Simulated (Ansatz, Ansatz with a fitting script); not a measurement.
# InP (F-43m): converging an RPA energy

How far must mesh and response cutoff go for RPA on InP (F-43m)?

Calculated with Ansatz 0.2.0; EXX+RPA on LDA, plane waves, norm-conserving pseudopotentials.

The database entry behind the starting cell differs from later determinations by our own check (0.1 to 0.3 % short, probably kX units), so it need not match the best structure at ambient conditions.

In doubt: RPA on norm-conserving files with a d shell is listed as unsure, so the values of those runs are not to be relied on.

### Step 1. Set-up

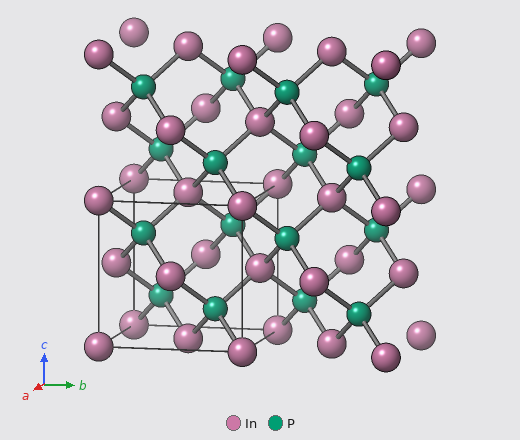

The starting structure, seen slightly off an axis (indium pink, phosphorus teal). 1×2×2 cells are drawn. This picture shows the conventional cell, with its axes. Bonds to atoms that aren't drawn are left out. Some periodic images of atoms are drawn too.

The cell and positions come from the Crystallography Open Database and are kept as given unless a step says otherwise. The program's search for lower electronic states was switched off, so nothing shows that the state found is the lowest.

### Step 2. Base settings, 3×3×3 mesh, cutoffs to 160 eV, 231 empty bands

The RPA correlation energy is summed at several response cutoffs, since it converges slowly from above.

input.yaml reads:

```yaml
crystal:
  lattice:
    - [0.0, 2.9305, 2.9305]
    - [2.9305, 0.0, 2.9305]
    - [2.9305, 2.9305, 0.0]
  atoms:
    - { symbol: In, position: [0.0, 0.0, 0.0] }
    - { symbol: P, position: [0.75, 0.75, 0.75] }
kpoints:
  mp_grid: { grid: [3, 3, 3] }
hamiltonian:
  xc: lda
  pseudopotentials: { kind: nc, xc_functional: pbe }
scf:
  occupations: { method: fixed }
  lower_state_search: "off"
  convergence: { dr2_threshold: 1.0e-09 }
output:
  rpa_energy:
    ecut_chi_ladder: [96, 112, 128, 144, 160]
    long_wavelength: optical_limit
    n_empty_bands: 231
basis:
  ecutwfc: 952.398519
  xc_grid: 3
```

Run with:

```
> ansatz run input.yaml --threads 8 --pin off --max-ram 18432MiB --backend cpu --events-out ev --progress --plain --runs-dir out
```

What it wrote:

```text
Engine: ansatz 0.2.0, aarch64-unknown-linux-gnu
Pseudopotentials: kind: nc
Pseudopotential: In, nc, valence charge 13, recommended cutoff 952.398519 eV (normal), In.nc.azcp
Pseudopotential: P, nc, valence charge 5, recommended cutoff 598.650497 eV (normal), P.nc.azcp
Functional definition: SPW92
  exchange = slater_x
  correlation = pw_c
Crystal: 2 atoms, lattice volume = 50.333 Å³
Basis set: ecut = 952.398519 eV, 3383 PW (Γ), exchange–correlation on 135×135×135 points (27 copies of the dense FFT grid, shifted against one another)
Bands: 13, of which v1, the nominal top of the filled ones, is band 9 counted from 1 (8 counted from 0)
Symmetry: 24 space group operations
Space group: F-43m (ITA 216), of the structure as read, at distance tolerance 3.7e-5 Å
k-points: 4 of 27 (time reversal used)
Non-local potential: In, projectors of the file, l = 0: 2, l = 1: 2, l = 2: 2, l = 3: 1
Non-local potential: P, projectors of the file, l = 0: 2, l = 1: 2, l = 2: 2
Initial density: superposition of atomic densities (chi_scale 0.1, normalization cell, long waves kept (reshape's long-wave potential 0.00 eV rms))
Initial wavefunctions: pseudopotential atomic-orbital guess
Functional: x = slater, c = lda
SCF iter   1: F=—  HF=-1989.230617 eV  |F-HF|=—  |Δ(HF+E_count)|=         —  Δρ=3.59e-2  dr2=9.19e-1  ethr=3.10e-3  ⟨swp⟩=5.0  Hψ=277  notcnv=0  defer=5
preconditioner: auto → none  [insulator: Δε(μ)=0.728 eV  Ē_g=14.349 eV  n_scr=14 (ndim 8)  ℏωp=22.2 eV  f_vac=0.000  ε∞_Penn≈3.4]
SCF iter   2: F=—  HF=-1988.952081 eV  |F-HF|=—  |Δ(HF+E_count)|=   2.79e-1  Δρ=1.49e-2  dr2=9.15e-2  ethr=3.10e-3  ⟨swp⟩=4.0  Hψ=144  notcnv=0  defer=5
SCF iter   3: F=—  HF=-1988.931132 eV  |F-HF|=—  |Δ(HF+E_count)|=   2.09e-2  Δρ=6.06e-3  dr2=1.42e-2  ethr=5.08e-4  ⟨swp⟩=2.8  Hψ=78  notcnv=0  defer=5
SCF iter   4: F=—  HF=-1988.928083 eV  |F-HF|=—  |Δ(HF+E_count)|=   3.05e-3  Δρ=4.47e-4  dr2=4.76e-5  ethr=7.89e-5  ⟨swp⟩=3.0  Hψ=79  notcnv=0  defer=5
SCF iter   5: F=—  HF=-1988.928098 eV  |F-HF|=—  |Δ(HF+E_count)|=   1.54e-5  Δρ=5.14e-5  dr2=6.39e-7  ethr=2.65e-7  ⟨swp⟩=3.2  Hψ=101  notcnv=0  defer=5
SCF iter   6: F=—  HF=-1988.928100 eV  |F-HF|=—  |Δ(HF+E_count)|=   1.75e-6  Δρ=6.79e-6  dr2=1.33e-8  ethr=3.55e-9  ⟨swp⟩=3.8  Hψ=122  notcnv=0  defer=5
SCF iter   7: F=-1988.928100 eV  HF=-1988.928100 eV  |F-HF|=1.52e-10  |Δ(HF+E_count)|=  8.17e-10  Δρ=7.02e-7  dr2=2.72e-10  ethr=5.56e-12  ⟨swp⟩=10.8  Hψ=377  notcnv=0
SCF 1 converged in 7 iterations: F = -1988.928100 eV  dr2 = 2.72e-10
NSCF: frozen V_eff on 4 k-points
EXX+RPA screening: q 1/4 (q-point 4)
EXX+RPA screening: q 2/4
EXX+RPA screening: q 3/4
EXX+RPA screening: q 4/4 (q-point 1)
NSCF: frozen V_eff on 1 k-points
NSCF: frozen V_eff on 1 k-points
[...]
SCF converged after 7 iterations
Free energy (F): -1988.928100 eV
Harris-Foulkes:  -1988.928100 eV  (|F-HF|=1.52e-10)
Internal energy: -1988.928100 eV  (E = F + TS)
E sigma→0 (E₀):  -1988.928100 eV
Fermi energy:    7.115083 eV
--- Per-component energies (eV) ---
  E_band       = -51.990112
  E_kinetic    = 1199.058477
  E_local      = -1507.984359  (includes V_loc(G=0)·N_el)
  E_nonlocal   = -363.660342
  E_hartree    = 497.689422
  E_xc         = -593.323011
  E_vxc        = -374.782592  (∫ρ·V_xc dr)
  E_ewald      = -1220.708286
  E_smearing   = -0.000000  (= −TS)
  E_closure    = -0.000000  (closes the sum)
  Σ components = -1988.928100   (vs F -1988.928100, Δ=0.00e0)
--- Band table (eV) ---
  k-point 0: bands = [... 5 lower, -4.5192, 7.1151, 7.1151, 7.1151, 7.5139, 10.9282, 10.9282, 10.9282]
  k-point 1: bands = [... 5 lower, -3.3707, 2.3557, 6.2930, 6.2930, 8.4623, 11.7406, 11.7406, 13.1648]
  k-point 2: bands = [... 5 lower, -2.9798, 2.4673, 5.1225, 5.1225, 8.8520, 9.7133, 14.4940, 14.4940]
  k-point 3: bands = [... 5 lower, -2.2014, 1.3907, 3.5647, 5.3626, 9.4459, 12.0377, 13.7046, 13.9836]
--- EXX+RPA: 3×3×3 mesh (4 irreducible q, 35/108 k–q pairs), 240 bands' worth read of 245 solved (the sum completed by the states above those read; Γ's head and wings end at those read), 9 occupied, 14 to 17 frequency nodes, the response taken to reach 928.5 eV, pair-density box ratio 4, q→0 included in E_x (Coulomb truncated on the Wigner–Seitz cell) and E_c (k·p head, wings) ---
  smallest occupied→empty transition 3.989e-1 eV, smallest direct gap 3.989e-1 eV
  indirect gap at most 3.989e-1 eV, over 4 k-points of the mesh
  q→0 term of E_c: -0.590 eV. Its linear part alone, which the term's logarithm partly gives back, by the exact frequency integral: -0.885 eV, with the singular values of its first-order overlaps capped at one, above which no states can give them; of that, -0.204 eV (23.0 %) stands at the cap, where the true value lies between nought and that figure. Uncapped it would be -2.299 eV. The k-point off which, with its ima [...]
  bands read: the sum over 240 bands ends inside a degenerate multiplet in 1 slot, whose members it reads at an even weight; the widest, k=0: bands 239 to 241 (counted from 1) at 2/3 each
  E_x                     =      -192.230134 eV
  E_xc[n_v+n_c], E_xc[n_v] =      -593.323011, -243.339988 eV (parent functional, the pass's orbitals; any nonlocal part keeps n_c)
  E_c ladder  E_cut^χ (eV)   ⟨N_G⟩      E_cut^sphere (eV)      E_c (eV)
                   96.00      107.1             95.74        -28.070192
                  112.00      136.9            112.76        -29.829891
                  128.00      165.8            128.16        -31.055904
                  144.00      192.9            141.77        -31.928107
                  160.00      230.8            159.75        -32.849586
  E_c(E_cut→∞)            =       -36.872130 ± 0.174378 eV  (E_cut^-3/2 fit over 5 rungs)
  S(q), 3 of 3 wave vectors   |q| (1/Å)       S_0(q)   S_0 (bands read)   S_RPA(q)   (top rung; structure_factors; the frequency nodes sum S_0 to within 5.2e-7)
    ( 0.0000,  0.0000,  0.3333)    0.61894     0.106978           0.106207   0.051713
    ( 0.0000,  0.3333,  0.3333)    0.71469     0.139194           0.138154   0.069038
    ( 0.0000,  0.3333, -0.3333)    1.01072     0.229559           0.227368   0.128982
  core–valence xc dropped  : E_EXX =     -1587.835223 eV   E_EXX+RPA =     -1624.707353 eV
  core–valence xc semilocal: E_EXX =     -1937.818246 eV   E_EXX+RPA =     -1974.690376 eV
```

The job ended after 8.4 s (8 threads of Arm Neoverse V2, shared host; peak memory 1.2 GiB; 46 s of CPU time).

Reading the cycles: dr2 is the Hartree energy of the density residual (eV), the measure of convergence; HF is the Harris–Foulkes estimate of the energy, which meets the free energy F at convergence.

Numbers from this step:

```yaml
exact_exchange_energy: -192.2301 eV
rpa_correlation_energy: -36.87 eV
```

Extrapolated from these cutoffs, the correlation energy is -18.44 eV per atom (fit error 0.09); such a limit moves with the range of cutoffs.

RPA ladder, by row:

```csv
response cutoff (eV),mean plane waves,sphere-equivalent cutoff (eV),correlation energy (eV)
96,107.1,95.74,-28.07
112,136.9,112.8,-29.83
128,165.8,128.2,-31.06
144,192.9,141.8,-31.93
160,230.8,159.8,-32.85
```

### Step 3. Base settings, 3×3×3 mesh, cutoffs to 160 eV, 242 empty bands, volume +5 %

The cell differs from the one that the last finished run ended in (a 4.144 → 4.212 Å, b 4.144 → 4.212 Å, c 4.144 → 4.212 Å).

input.yaml, the sections that differ from step 2:

```yaml
crystal:
  lattice:
    - [0.0, 2.9785495236, 2.9785495236]
    - [2.9785495236, 0.0, 2.9785495236]
    - [2.9785495236, 2.9785495236, 0.0]
  atoms:
    - { symbol: In, position: [0.0, 0.0, 0.0] }
    - { symbol: P, position: [0.75, 0.75, 0.75] }
output:
  rpa_energy:
    ecut_chi_ladder: [96, 112, 128, 144, 160]
    long_wavelength: optical_limit
    n_empty_bands: 242
# kpoints, hamiltonian, scf, basis: as in step 2
```

What it wrote:

```text
[...]
Crystal: 2 atoms, lattice volume = 52.850 Å³
Basis set: ecut = 952.398519 eV, 3527 PW (Γ), exchange–correlation on 135×135×135 points (27 copies of the dense FFT grid, shifted against one another)
Bands: 13, of which v1, the nominal top of the filled ones, is band 9 counted from 1 (8 counted from 0)
Symmetry: 24 space group operations
[...]
k-points: 4 of 27 (time reversal used)
[...]
E_c(E_cut→∞)            =       -36.933325 ± 0.159084 eV  (E_cut^-3/2 fit over 5 rungs)
[...]
( 0.0000,  0.0000,  0.3333)    0.60895     0.106090           0.105346   0.051011
    ( 0.0000,  0.3333,  0.3333)    0.70316     0.138123           0.137119   0.068121
    ( 0.0000,  0.3333, -0.3333)    0.99442     0.227252           0.225141   0.127221
  core–valence xc dropped  : E_EXX =     -1587.755788 eV   E_EXX+RPA =     -1624.689113 eV
  core–valence xc semilocal: E_EXX =     -1937.739821 eV   E_EXX+RPA =     -1974.673146 eV
[key lines of the parts left out:]
SCF converged after 8 iterations
Free energy (F): -1988.907869 eV
Fermi energy:    6.501358 eV
```

The job ended after 8.2 s (8 threads; peak memory 1.3 GiB; 48 s of CPU time).

This step gave:

| Item | Value |
| --- | --- |
| exact exchange energy | -191.4651 eV |
| RPA correlation energy | -36.93 eV |

Extrapolated from these cutoffs, the correlation energy is -18.47 eV per atom (fit error 0.08); such a limit moves with the range of cutoffs.

RPA ladder, by row:

```csv
response cutoff (eV),mean plane waves,sphere-equivalent cutoff (eV),correlation energy (eV)
96,113.7,96.49,-28.18
112,142.2,112,-29.8
128,172,127.1,-31.02
144,207.4,144,-32.08
160,243.2,160.2,-32.89
```

### Step 4. Response cutoff, 3×3×3 mesh, cutoffs to 90 eV, 97 empty bands

input.yaml, the sections that differ from step 3:

```yaml
crystal:
  lattice:
    - [0.0, 2.9305, 2.9305]
    - [2.9305, 0.0, 2.9305]
    - [2.9305, 2.9305, 0.0]
  atoms:
    - { symbol: In, position: [0.0, 0.0, 0.0] }
    - { symbol: P, position: [0.75, 0.75, 0.75] }
output:
  rpa_energy:
    ecut_chi_ladder: [54, 63, 72, 81, 90]
    long_wavelength: optical_limit
    n_empty_bands: 97
# kpoints, hamiltonian, scf, basis: as in step 3
```

What it wrote:

```text
[...]
Crystal: 2 atoms, lattice volume = 50.333 Å³
Basis set: ecut = 952.398519 eV, 3383 PW (Γ), exchange–correlation on 135×135×135 points (27 copies of the dense FFT grid, shifted against one another)
Bands: 13, of which v1, the nominal top of the filled ones, is band 9 counted from 1 (8 counted from 0)
Symmetry: 24 space group operations
[...]
k-points: 4 of 27 (time reversal used)
[...]
E_c(E_cut→∞)            =       -32.786586 ± 0.455919 eV  (E_cut^-3/2 fit over 5 rungs)
[...]
( 0.0000,  0.0000,  0.3333)    0.61894     0.106978           0.104280   0.051920
    ( 0.0000,  0.3333,  0.3333)    0.71469     0.139194           0.135530   0.069354
    ( 0.0000,  0.3333, -0.3333)    1.01072     0.229559           0.221792   0.129480
  core–valence xc dropped  : E_EXX =     -1587.835223 eV   E_EXX+RPA =     -1620.621809 eV
  core–valence xc semilocal: E_EXX =     -1937.818246 eV   E_EXX+RPA =     -1970.604832 eV
[key lines of the parts left out:]
SCF converged after 7 iterations
Free energy (F): -1988.928100 eV
Fermi energy:    7.115083 eV
```

The job ended after 2.4 s (8 threads; peak memory 0.58 GiB; 15 s of CPU time).

Numbers from this step:

```
exact exchange energy  : -192.2301 eV
RPA correlation energy : -32.79 eV
```

Extrapolated from these cutoffs, the correlation energy is -16.39 eV per atom (fit error 0.23); such a limit moves with the range of cutoffs.

### Step 5. Response cutoff, 3×3×3 mesh, cutoffs to 90 eV, 102 empty bands, volume +5 %

input.yaml, the sections that differ from step 4:

```yaml
crystal:
  lattice:
    - [0.0, 2.9785495236, 2.9785495236]
    - [2.9785495236, 0.0, 2.9785495236]
    - [2.9785495236, 2.9785495236, 0.0]
  atoms:
    - { symbol: In, position: [0.0, 0.0, 0.0] }
    - { symbol: P, position: [0.75, 0.75, 0.75] }
output:
  rpa_energy:
    ecut_chi_ladder: [54, 63, 72, 81, 90]
    long_wavelength: optical_limit
    n_empty_bands: 102
# kpoints, hamiltonian, scf, basis: as in step 4
```

What it wrote:

```text
[...]
Crystal: 2 atoms, lattice volume = 52.850 Å³
Basis set: ecut = 952.398519 eV, 3527 PW (Γ), exchange–correlation on 135×135×135 points (27 copies of the dense FFT grid, shifted against one another)
Bands: 13, of which v1, the nominal top of the filled ones, is band 9 counted from 1 (8 counted from 0)
Symmetry: 24 space group operations
[...]
k-points: 4 of 27 (time reversal used)
[...]
E_c(E_cut→∞)            =       -32.517947 ± 0.504660 eV  (E_cut^-3/2 fit over 5 rungs)
[...]
( 0.0000,  0.0000,  0.3333)    0.60895     0.106090           0.103470   0.051235
    ( 0.0000,  0.3333,  0.3333)    0.70316     0.138123           0.134570   0.068389
    ( 0.0000,  0.3333, -0.3333)    0.99442     0.227252           0.219735   0.127754
  core–valence xc dropped  : E_EXX =     -1587.755788 eV   E_EXX+RPA =     -1620.273735 eV
  core–valence xc semilocal: E_EXX =     -1937.739821 eV   E_EXX+RPA =     -1970.257768 eV
[key lines of the parts left out:]
SCF converged after 8 iterations
Free energy (F): -1988.907869 eV
Fermi energy:    6.501358 eV
```

Elapsed: 2.5 s, on 8 threads; peak memory 0.62 GiB.

This step gave:

```yaml
exact_exchange_energy: -191.4651 eV
rpa_correlation_energy: -32.52 eV
```

Extrapolated from these cutoffs, the correlation energy is -16.26 eV per atom (fit error 0.25); such a limit moves with the range of cutoffs.

### Step 6. Response cutoff, 3×3×3 mesh, cutoffs to 240 eV, 424 empty bands

input.yaml, the sections that differ from step 5:

```yaml
crystal:
  lattice:
    - [0.0, 2.9305, 2.9305]
    - [2.9305, 0.0, 2.9305]
    - [2.9305, 2.9305, 0.0]
  atoms:
    - { symbol: In, position: [0.0, 0.0, 0.0] }
    - { symbol: P, position: [0.75, 0.75, 0.75] }
output:
  rpa_energy:
    ecut_chi_ladder: [144, 168, 192, 216, 240]
    long_wavelength: optical_limit
    n_empty_bands: 424
# kpoints, hamiltonian, scf, basis: as in step 5
```

What it wrote:

```text
[...]
Crystal: 2 atoms, lattice volume = 50.333 Å³
Basis set: ecut = 952.398519 eV, 3383 PW (Γ), exchange–correlation on 135×135×135 points (27 copies of the dense FFT grid, shifted against one another)
Bands: 13, of which v1, the nominal top of the filled ones, is band 9 counted from 1 (8 counted from 0)
Symmetry: 24 space group operations
[...]
k-points: 4 of 27 (time reversal used)
[...]
E_c(E_cut→∞)            =       -37.812254 ± 0.063208 eV  (E_cut^-3/2 fit over 5 rungs)
[...]
( 0.0000,  0.0000,  0.3333)    0.61894     0.106978           0.106622   0.051702
    ( 0.0000,  0.3333,  0.3333)    0.71469     0.139194           0.138715   0.069024
    ( 0.0000,  0.3333, -0.3333)    1.01072     0.229559           0.228567   0.128955
  core–valence xc dropped  : E_EXX =     -1587.835223 eV   E_EXX+RPA =     -1625.647477 eV
  core–valence xc semilocal: E_EXX =     -1937.818246 eV   E_EXX+RPA =     -1975.630499 eV
[key lines of the parts left out:]
SCF converged after 7 iterations
Free energy (F): -1988.928100 eV
Fermi energy:    7.115083 eV
```

Wall time 20 s (8 threads); peak memory 2.5 GiB; 2.2 min of CPU time.

Numbers from this step:

| Item | Value |
| --- | --- |
| exact exchange energy | -192.2301 eV |
| RPA correlation energy | -37.81 eV |

Extrapolated from these cutoffs, the correlation energy is -18.91 eV per atom (fit error 0.03); such a limit moves with the range of cutoffs.

### Step 7. Response cutoff, 3×3×3 mesh, cutoffs to 240 eV, 446 empty bands, volume +5 %

input.yaml, the sections that differ from step 6:

```yaml
crystal:
  lattice:
    - [0.0, 2.9785495236, 2.9785495236]
    - [2.9785495236, 0.0, 2.9785495236]
    - [2.9785495236, 2.9785495236, 0.0]
  atoms:
    - { symbol: In, position: [0.0, 0.0, 0.0] }
    - { symbol: P, position: [0.75, 0.75, 0.75] }
output:
  rpa_energy:
    ecut_chi_ladder: [144, 168, 192, 216, 240]
    long_wavelength: optical_limit
    n_empty_bands: 446
# kpoints, hamiltonian, scf, basis: as in step 6
```

What it wrote:

```text
[...]
Crystal: 2 atoms, lattice volume = 52.850 Å³
Basis set: ecut = 952.398519 eV, 3527 PW (Γ), exchange–correlation on 135×135×135 points (27 copies of the dense FFT grid, shifted against one another)
Bands: 13, of which v1, the nominal top of the filled ones, is band 9 counted from 1 (8 counted from 0)
Symmetry: 24 space group operations
[...]
k-points: 4 of 27 (time reversal used)
[...]
E_c(E_cut→∞)            =       -37.844838 ± 0.060941 eV  (E_cut^-3/2 fit over 5 rungs)
[...]
( 0.0000,  0.0000,  0.3333)    0.60895     0.106090           0.105748   0.051001
    ( 0.0000,  0.3333,  0.3333)    0.70316     0.138123           0.137663   0.068105
    ( 0.0000,  0.3333, -0.3333)    0.99442     0.227252           0.226301   0.127189
  core–valence xc dropped  : E_EXX =     -1587.755788 eV   E_EXX+RPA =     -1625.600626 eV
  core–valence xc semilocal: E_EXX =     -1937.739821 eV   E_EXX+RPA =     -1975.584659 eV
[key lines of the parts left out:]
SCF converged after 8 iterations
Free energy (F): -1988.907869 eV
Fermi energy:    6.501358 eV
```

The job ended after 23 s (8 threads; peak memory 2.7 GiB).

Numbers from this step:

```yaml
exact_exchange_energy: -191.4651 eV
rpa_correlation_energy: -37.84 eV
```

Extrapolated from these cutoffs, the correlation energy is -18.92 eV per atom (fit error 0.03); such a limit moves with the range of cutoffs.

### Step 8. Bands, 3×3×3 mesh, cutoffs to 160 eV, 20 empty bands

input.yaml, the sections that differ from step 7:

```yaml
crystal:
  lattice:
    - [0.0, 2.9305, 2.9305]
    - [2.9305, 0.0, 2.9305]
    - [2.9305, 2.9305, 0.0]
  atoms:
    - { symbol: In, position: [0.0, 0.0, 0.0] }
    - { symbol: P, position: [0.75, 0.75, 0.75] }
output:
  rpa_energy:
    ecut_chi_ladder: [96, 112, 128, 144, 160]
    long_wavelength: optical_limit
    n_empty_bands: 20
# kpoints, hamiltonian, scf, basis: as in step 7
```

What it wrote:

```text
[...]
Crystal: 2 atoms, lattice volume = 50.333 Å³
Basis set: ecut = 952.398519 eV, 3383 PW (Γ), exchange–correlation on 135×135×135 points (27 copies of the dense FFT grid, shifted against one another)
Bands: 13, of which v1, the nominal top of the filled ones, is band 9 counted from 1 (8 counted from 0)
Symmetry: 24 space group operations
[...]
k-points: 4 of 27 (time reversal used)
[...]
E_c(E_cut→∞)            =       -37.347553 ± 0.162578 eV  (E_cut^-3/2 fit over 5 rungs)
[...]
( 0.0000,  0.0000,  0.3333)    0.61894     0.106978           0.087338   0.051577
    ( 0.0000,  0.3333,  0.3333)    0.71469     0.139194           0.112927   0.068856
    ( 0.0000,  0.3333, -0.3333)    1.01072     0.229559           0.176854   0.128630
  core–valence xc dropped  : E_EXX =     -1587.835223 eV   E_EXX+RPA =     -1625.182776 eV
  core–valence xc semilocal: E_EXX =     -1937.818246 eV   E_EXX+RPA =     -1975.165799 eV
[key lines of the parts left out:]
SCF converged after 7 iterations
Free energy (F): -1988.928100 eV
Fermi energy:    7.115083 eV
```

The job ended after 2.3 s (8 threads; peak memory 0.38 GiB; 11 s of CPU time).

This step gave:

```
exact exchange energy  : -192.2301 eV
RPA correlation energy : -37.35 eV
```

Extrapolated from these cutoffs, the correlation energy is -18.67 eV per atom (fit error 0.08); such a limit moves with the range of cutoffs.

[end of part 1 of 4]

[Paths, hosts, dates, memory and timing lines, banners, echoed tables and standing remarks are left out of the program output.]

[Logs are printed without paths, hosts, clocks, repeated set-up lines and the standing remarks that a program may print on its own settings, such as how far it seeks lower states.]

[Runs of the session that timed out or met a known fault of the program may be left out.]

[Hosts, paths, dates, database ids (printed as entryN), source tags and the programs' standing remarks are cut or masked in the printed files.]
